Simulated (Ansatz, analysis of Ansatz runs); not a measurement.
# Migration in MgH2 (P4_2/mnm): V_H hop (2.5 Å), charge +1

Wanted: path and barrier of a jump of H in MgH2 (P4_2/mnm) at charge +1. The case: V_H hop (2.5 Å), in a cell of 72 host atoms with 1 H taken out.

Main program and level: Ansatz 0.2.0; plane-wave PAW DFT, PBEsol; nudged elastic band between two relaxed defect structures at fixed charge in a uniform background.

## Step 1: The structure

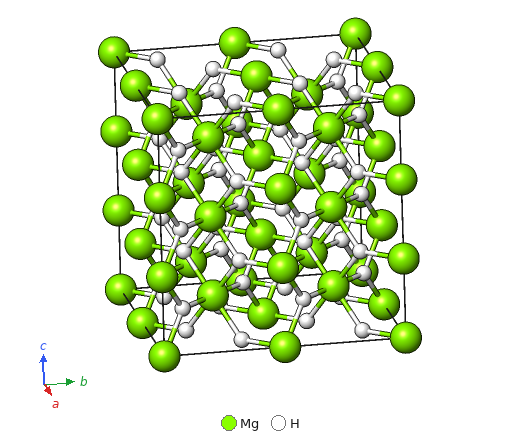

The starting structure, seen slightly off an axis (magnesium green, hydrogen white). Some periodic images of atoms are drawn too.

The cell holds 71 atoms: 24 Mg and 47 H. Its edges and angles: a = 8.954 Å, b = 8.954 Å, c = 9.023 Å, α = 90.0°, β = 90.0°, γ = 90.0°. It derives from MgH2 (space group P4_2/mnm). Nearest the centre at fractional (0.500, 0.500, 0.500): H47 at 1.24 Å, Mg61 at 1.50 Å, Mg67 at 1.50 Å, H15 at 2.44 Å, H64 at 2.44 Å, H9 at 2.44 Å, H70 at 2.44 Å, Mg25 at 3.17 Å. The cell carries charge +1.

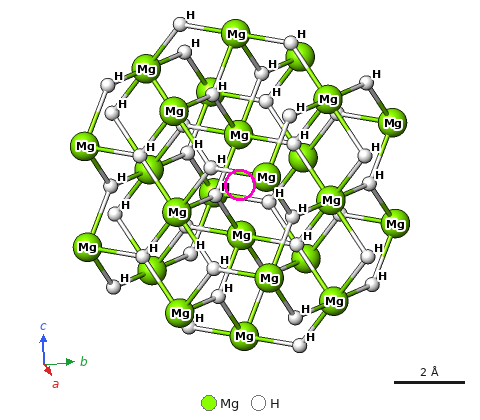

The atoms within 5 Å of the centre. A ring marks the centre wherever it is empty.

The cell's shortest repeat is 9.0 Å.

## Step 2: Relaxation of the start point, charge +1

A barrier is counted from a minimum, so both ends are relaxed first. Small random displacements break the symmetry of the ideal sites, so that the defect can distort if it gains by it. The charge of +1 is set by the electron count, and a uniform background keeps the cell neutral.

Contents of qp1_c72k1s.start/input.yaml:

```yaml
crystal:
  lattice:
    - [8.95437022, 0.0, 0.0]
    - [0.0, 8.95437022, 0.0]
    - [0.0, 0.0, 9.02322147]
  atoms:
    - { symbol: Mg, position: [0.25, 0.25, 0.16666667] }
    - { symbol: Mg, position: [0.0, 0.0, 0.0] }
    - { symbol: H, position: [0.34777186, 0.34777186, 0.0] }
    - { symbol: H, position: [0.40222814, 0.09777186, 0.16666667] }
    - { symbol: H, position: [0.15222814, 0.15222814, 0.0] }
    - { symbol: H, position: [0.09777186, 0.40222814, 0.16666667] }
    - { symbol: Mg, position: [0.25, 0.25, 0.5] }
    - { symbol: Mg, position: [0.0, 0.0, 0.33333333] }
    - { symbol: H, position: [0.34777186, 0.34777186, 0.33333333] }
    - { symbol: H, position: [0.40222814, 0.09777186, 0.5] }
    - { symbol: H, position: [0.15222814, 0.15222814, 0.33333333] }
    - { symbol: H, position: [0.09777186, 0.40222814, 0.5] }
    - { symbol: Mg, position: [0.25, 0.25, 0.83333333] }
    - { symbol: Mg, position: [0.0, 0.0, 0.66666667] }
    - { symbol: H, position: [0.34777186, 0.34777186, 0.66666667] }
    - { symbol: H, position: [0.40222814, 0.09777186, 0.83333333] }
    - { symbol: H, position: [0.15222814, 0.15222814, 0.66666667] }
    - { symbol: H, position: [0.09777186, 0.40222814, 0.83333333] }
    - { symbol: Mg, position: [0.25, 0.75, 0.16666667] }
    - { symbol: Mg, position: [0.0, 0.5, 0.0] }
    - { symbol: H, position: [0.34777186, 0.84777186, 0.0] }
    - { symbol: H, position: [0.40222814, 0.59777186, 0.16666667] }
    - { symbol: H, position: [0.15222814, 0.65222814, 0.0] }
    - { symbol: H, position: [0.09777186, 0.90222814, 0.16666667] }
    - { symbol: Mg, position: [0.25, 0.75, 0.5] }
    - { symbol: Mg, position: [0.0, 0.5, 0.33333333] }
    - { symbol: H, position: [0.34777186, 0.84777186, 0.33333333] }
    - { symbol: H, position: [0.15222814, 0.65222814, 0.33333333] }
    - { symbol: H, position: [0.09777186, 0.90222814, 0.5] }
    - { symbol: Mg, position: [0.25, 0.75, 0.83333333] }
    - { symbol: Mg, position: [0.0, 0.5, 0.66666667] }
    - { symbol: H, position: [0.34777186, 0.84777186, 0.66666667] }
    - { symbol: H, position: [0.40222814, 0.59777186, 0.83333333] }
    - { symbol: H, position: [0.15222814, 0.65222814, 0.66666667] }
    - { symbol: H, position: [0.09777186, 0.90222814, 0.83333333] }
    - { symbol: Mg, position: [0.75, 0.25, 0.16666667] }
    - { symbol: Mg, position: [0.5, 0.0, 0.0] }
    - { symbol: H, position: [0.84777186, 0.34777186, 0.0] }
    - { symbol: H, position: [0.90222814, 0.09777186, 0.16666667] }
    - { symbol: H, position: [0.65222814, 0.15222814, 0.0] }
    - { symbol: H, position: [0.59777186, 0.40222814, 0.16666667] }
    - { symbol: Mg, position: [0.75, 0.25, 0.5] }
    - { symbol: Mg, position: [0.5, 0.0, 0.33333333] }
    - { symbol: H, position: [0.84777186, 0.34777186, 0.33333333] }
    - { symbol: H, position: [0.90222814, 0.09777186, 0.5] }
    - { symbol: H, position: [0.65222814, 0.15222814, 0.33333333] }
    - { symbol: H, position: [0.59777186, 0.40222814, 0.5] }
    - { symbol: Mg, position: [0.75, 0.25, 0.83333333] }
    - { symbol: Mg, position: [0.5, 0.0, 0.66666667] }
    - { symbol: H, position: [0.84777186, 0.34777186, 0.66666667] }
    - { symbol: H, position: [0.90222814, 0.09777186, 0.83333333] }
    - { symbol: H, position: [0.65222814, 0.15222814, 0.66666667] }
    - { symbol: H, position: [0.59777186, 0.40222814, 0.83333333] }
    - { symbol: Mg, position: [0.75, 0.75, 0.16666667] }
    - { symbol: Mg, position: [0.5, 0.5, 0.0] }
    - { symbol: H, position: [0.84777186, 0.84777186, 0.0] }
    - { symbol: H, position: [0.90222814, 0.59777186, 0.16666667] }
    - { symbol: H, position: [0.65222814, 0.65222814, 0.0] }
    - { symbol: H, position: [0.59777186, 0.90222814, 0.16666667] }
    - { symbol: Mg, position: [0.75, 0.75, 0.5] }
    - { symbol: Mg, position: [0.5, 0.5, 0.33333333] }
    - { symbol: H, position: [0.84777186, 0.84777186, 0.33333333] }
    - { symbol: H, position: [0.90222814, 0.59777186, 0.5] }
    - { symbol: H, position: [0.65222814, 0.65222814, 0.33333333] }
    - { symbol: H, position: [0.59777186, 0.90222814, 0.5] }
    - { symbol: Mg, position: [0.75, 0.75, 0.83333333] }
    - { symbol: Mg, position: [0.5, 0.5, 0.66666667] }
    - { symbol: H, position: [0.84777186, 0.84777186, 0.66666667] }
    - { symbol: H, position: [0.90222814, 0.59777186, 0.83333333] }
    - { symbol: H, position: [0.65222814, 0.65222814, 0.66666667] }
    - { symbol: H, position: [0.59777186, 0.90222814, 0.83333333] }
total_charge: 1
basis:
  ecutwfc: 420
  xc_grid: 2
hamiltonian:
  xc: pbesol
kpoints:
  mp_grid: { grid: [1, 1, 1], shift: [0.25, 0.25, 0.25] }
scf:
  occupations: { method: fixed }
  max_iter: 100
output:
  forces: true
relax:
  f_tol: 0.02
  max_steps: 70
  random_displacement: { amplitude: 0.03, seed: 6104 }
```

Started as:

```bash
$ ansatz run input.yaml --threads 32 --pin off --max-ram 84787MiB --backend cuda --events-out ev --progress --plain --runs-dir out --max-vram 78GiB
```

Numbers of over 12 decimals in the logs are rounded to 6 here.

What it wrote:

```text
[...]
Engine: ansatz 0.2.0, aarch64-unknown-linux-gnu
[...]
Pseudopotential: Mg, paw, valence charge 10, recommended cutoff 420 eV (normal), Mg.paw.azcp
Pseudopotential: H, paw, valence charge 1, recommended cutoff 420 eV (normal), H.paw.azcp
Functional definition: PBEsol
[...]
Crystal: 71 atoms, lattice volume = 723.489 Å³
Basis set: ecut = 420 eV, 14111 PW (Γ), exchange–correlation on 120×120×128 points (8 copies of the dense FFT grid, shifted against one another)
Bands: 214, of which v1, the nominal top of the filled ones, is band 143 counted from 1 (142 counted from 0)
[...]
k-points: 1
[...]
Functional: x = pbesol(κ = 0.804, μ = 0.123457), c = pbesol(β = 0.046)
[...]
SCF 1 converged in 6 iterations: F = -46640.215075 eV  dr2 = 8.74e-7
[...]
relax step   1: F+E_penalty+E_count = -46640.21507532 eV  Δ(F+E_penalty+E_count) = +0.000e0 eV  max|allowed force component| = 1.169e0 eV/Å  Δτ_max = 0.0000 Å  (6 SCF iters, dr2 threshold 1.00e-5 eV,  [...]
[...]
SCF iter   1: F=—  HF=-46640.917486 eV  |F-HF|=—  |Δ(HF+E_count)|=         —  Δρ=4.54e-3  dr2=1.23e-1  ethr=3.78e-5  ⟨swp⟩=2.0  Hψ=526  notcnv=0  defer=37
automatic band count: iteration 1 solves 183 bands in place of 214: the levels show a gap, and the empty bands left out lie too high to hold charge; the band table lists the bands solved (type scf.n_e [...]
[...]
SCF iter   2: F=—  HF=-46640.914853 eV  |F-HF|=—  |Δ(HF+E_count)|=   2.63e-3  Δρ=2.42e-3  dr2=3.68e-2  ethr=3.78e-5  ⟨swp⟩=2.0  Hψ=181  notcnv=0  defer=38
[...]
SCF 4 converged in 5 iterations: F = -46641.078270 eV  dr2 = 5.15e-8
relax step   4: F+E_penalty+E_count = -46641.07827007 eV  Δ(F+E_penalty+E_count) = -6.200e-3 eV  max|allowed force component| = 8.888e-3 eV/Å  Δτ_max = 0.0272 Å  (5 SCF iters, accepted)
SCF converged after 5 iterations
[...]
```

Wall time 1.5 s (1 × NVIDIA GB200 with 32 threads of Arm Neoverse V2, shared host); peak memory 1.1 GiB.

Relaxation path:

| step | energy less that of the first step (eV) | largest force component (eV/Å) |
| --- | --- | --- |
| 1 | 0.0000 | 1.1685 |
| 2 | -0.7044 | 0.2053 |
| 3 | -0.8570 | 0.0532 |
| 4 | -0.8632 | 0.0089 |

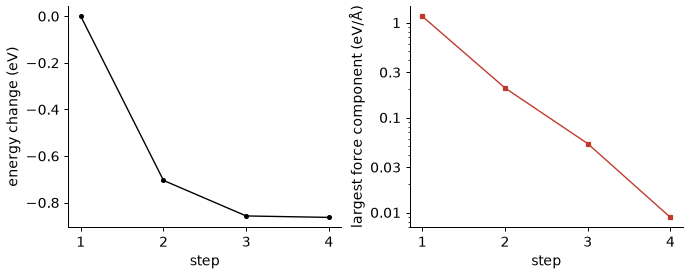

Energy and largest force along the relaxation.

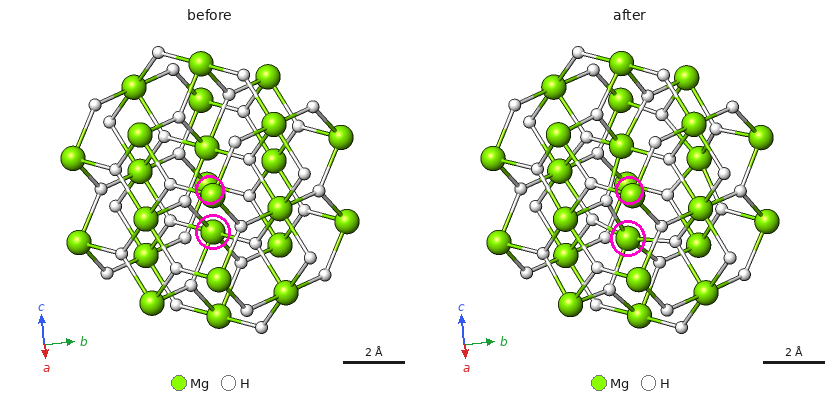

Before and after: the atoms that start within 5 Å of the centre. Mg61, which moves most, is ringed if it is among them. A ring with no atom in it marks the empty centre.

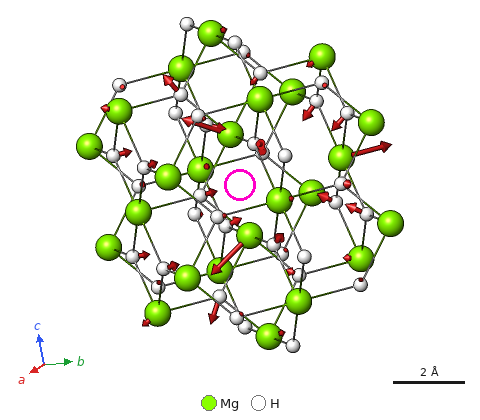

Displacements in the relaxation from the typed sites near the centre, exaggerated; the longest in the cell stands for 0.28 Å. A ring marks the centre wherever it is empty.

The atoms that moved most (Å, from the sites as typed, ahead of the random displacement):

| atom | dx | dy | dz | length |
| --- | --- | --- | --- | --- |
| Mg61 | 0.169 | -0.170 | -0.144 | 0.280 |
| Mg67 | 0.169 | -0.168 | 0.145 | 0.279 |
| Mg25 | -0.192 | 0.194 | 0.000 | 0.273 |
| H41 | 0.054 | -0.051 | -0.125 | 0.146 |
| H53 | 0.054 | -0.051 | 0.125 | 0.146 |
| H29 | -0.102 | 0.103 | 0.000 | 0.145 |
| H34 | 0.076 | -0.056 | -0.074 | 0.120 |
| H27 | 0.057 | -0.076 | 0.073 | 0.119 |

Neighbours of H47 at the end:

| atom | distance (Å) |
| --- | --- |
| Mg61 | 1.887 |
| Mg67 | 1.887 |
| Mg42 | 2.017 |
| H70 | 2.684 |
| H64 | 2.686 |
| H15 | 2.686 |
| H9 | 2.686 |
| H52 | 2.731 |
| H44 | 2.733 |
| H46 | 2.743 |
| H50 | 2.744 |

Numbers from this step:

```
free energy                                                                                       : -46641.0783 eV
r.m.s. move of the farther half of the atoms                                                      : 0.04207 Å
largest move from the ideal geometry of this structure, a common shift of the far atoms taken out : 0.2849 Å
```

The relaxation gained 0.863 eV and ended with a largest force component of 0.0089 eV/Å.

## Step 3: Relaxation of the end point, charge +1

The end point is relaxed in the same cell and settings, so that the two energies compare. Atoms more than 3.2 Å from the middle of the hop start where the first relaxation left them, the nearer ones on or close to their ideal places, with small random displacements.

Contents of qp1_c72k1s.end/input.yaml:

```yaml
crystal:
  lattice:
    - [8.95437022, 0.0, 0.0]
    - [0.0, 8.95437022, 0.0]
    - [0.0, 0.0, 9.02322147]
  atoms:
    - { symbol: Mg, position: [0.2486711, 0.25022607, 0.16619256] }
    - { symbol: Mg, position: [0.00722111, -0.00721906, -1.02e-06] }
[... 4 atom lines left out ...]
    - { symbol: Mg, position: [0.25, 0.25, 0.5] }
[... 1 atom line left out ...]
    - { symbol: H, position: [0.34777186, 0.34777186, 0.33333333] }
[... 5 atom lines left out ...]
    - { symbol: H, position: [0.34777186, 0.34777186, 0.66666667] }
[... 6 atom lines left out ...]
    - { symbol: H, position: [0.40654576, 0.59358288, 0.17079429] }
[... 2 atom lines left out ...]
    - { symbol: Mg, position: [0.25, 0.75, 0.5] }
[... 16 atom lines left out ...]
    - { symbol: Mg, position: [0.75, 0.25, 0.5] }
[... 4 atom lines left out ...]
    - { symbol: H, position: [0.402214, 0.597786, 0.5] }
[... 12 atom lines left out ...]
    - { symbol: Mg, position: [0.75, 0.75, 0.5] }
    - { symbol: Mg, position: [0.5, 0.5, 0.33333333] }
[... 2 atom lines left out ...]
    - { symbol: H, position: [0.65222814, 0.65222814, 0.33333333] }
[... 2 atom lines left out ...]
    - { symbol: Mg, position: [0.5, 0.5, 0.66666667] }
[... 2 atom lines left out ...]
    - { symbol: H, position: [0.65222814, 0.65222814, 0.66666667] }
    - { symbol: H, position: [0.59628087, 0.90189893, 0.83194021] }
total_charge: 1
basis:
  ecutwfc: 420
  xc_grid: 2
hamiltonian:
  xc: pbesol
kpoints:
  mp_grid: { grid: [1, 1, 1], shift: [0.25, 0.25, 0.25] }
scf:
  occupations: { method: fixed }
  max_iter: 100
output:
  forces: true
relax:
  f_tol: 0.02
  max_steps: 70
  random_displacement: { amplitude: 0.01, seed: 6104 }
```

What it wrote:

```text
[...]
Crystal: 71 atoms, lattice volume = 723.489 Å³
Basis set: ecut = 420 eV, 14111 PW (Γ), exchange–correlation on 120×120×128 points (8 copies of the dense FFT grid, shifted against one another)
Bands: 214, of which v1, the nominal top of the filled ones, is band 143 counted from 1 (142 counted from 0)
[...]
k-points: 1
[...]
SCF 1 converged in 6 iterations: F = -46640.140929 eV  dr2 = 8.40e-7
[...]
relax step   1: F+E_penalty+E_count = -46640.14092863 eV  Δ(F+E_penalty+E_count) = +0.000e0 eV  max|allowed force component| = 1.214e0 eV/Å  Δτ_max = 0.0000 Å  (6 SCF iters, dr2 threshold 1.00e-5 eV,  [...]
[...]
SCF 4 converged in 5 iterations: F = -46641.078198 eV  dr2 = 7.20e-8
relax step   4: F+E_penalty+E_count = -46641.07819770 eV  Δ(F+E_penalty+E_count) = -8.876e-3 eV  max|allowed force component| = 8.849e-3 eV/Å  Δτ_max = 0.0345 Å  (5 SCF iters, accepted)
SCF converged after 5 iterations
[...]
```

The job ended after 1.7 s (1 × NVIDIA GB200 with 32 threads; peak memory 1.1 GiB).

The steps of the relaxation:

| step | energy less that of the first step (eV) | largest force component (eV/Å) |
| --- | --- | --- |
| 1 | 0.0000 | 1.2141 |
| 2 | -0.7522 | 0.3981 |
| 3 | -0.9284 | 0.0493 |
| 4 | -0.9373 | 0.0088 |

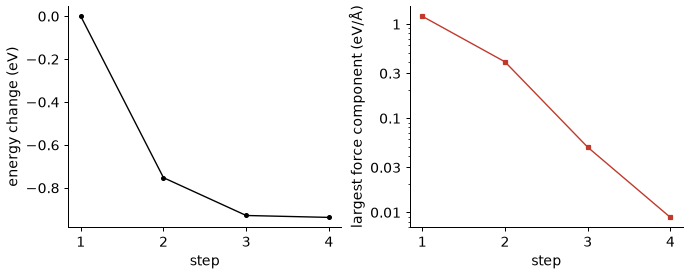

Energy and largest force along the relaxation.

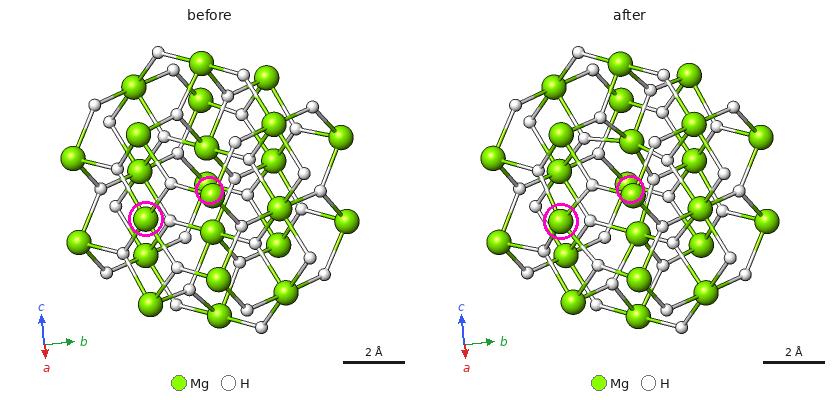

Before and after: the atoms that start within 5 Å of the centre. Mg42, which moves most, is ringed if it is among them. A ring with no atom in it marks the empty centre.

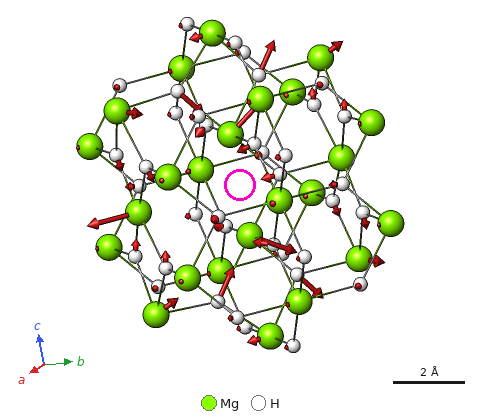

Displacements in the relaxation from the typed sites near the centre, exaggerated; the longest in the cell stands for 0.28 Å. A ring marks the centre wherever it is empty.

The atoms that moved most (Å, from the sites as typed, ahead of the random displacement):

| atom | dx | dy | dz | length |
| --- | --- | --- | --- | --- |
| Mg42 | 0.198 | -0.198 | 0.000 | 0.280 |
| Mg67 | -0.160 | 0.161 | 0.146 | 0.270 |
| Mg61 | -0.161 | 0.160 | -0.146 | 0.270 |
| H22 | -0.087 | 0.084 | -0.162 | 0.202 |
| H33 | -0.083 | 0.086 | 0.162 | 0.201 |
| H41 | -0.085 | 0.086 | 0.161 | 0.201 |
| H53 | -0.088 | 0.083 | -0.160 | 0.201 |
| H29 | 0.127 | -0.127 | 0.000 | 0.180 |

Neighbours of H47 at the end:

| atom | distance (Å) |
| --- | --- |
| Mg67 | 1.889 |
| Mg61 | 1.889 |
| Mg25 | 2.018 |
| H9 | 2.684 |
| H70 | 2.685 |
| H15 | 2.685 |
| H64 | 2.685 |
| H27 | 2.733 |
| H34 | 2.733 |
| H32 | 2.745 |
| H28 | 2.746 |

Numbers from this step:

```
free energy                                                                                       : -46641.0782 eV
r.m.s. move of the farther half of the atoms                                                      : 0.04181 Å
largest move from the ideal geometry of this structure, a common shift of the far atoms taken out : 0.2860 Å
```

The relaxation gained 0.937 eV and ended with a largest force component of 0.0089 eV/Å. The end lies within 1 meV of the start.

(Continued in part 2 of 2.)

[Logs are printed without paths, hosts, clocks, repeated set-up lines and the standing remarks that a program may print on its own settings, such as how far it seeks lower states.]

[Hosts, paths, dates, database ids (printed as entryN), source tags and the programs' standing remarks are cut or masked in the printed files.]
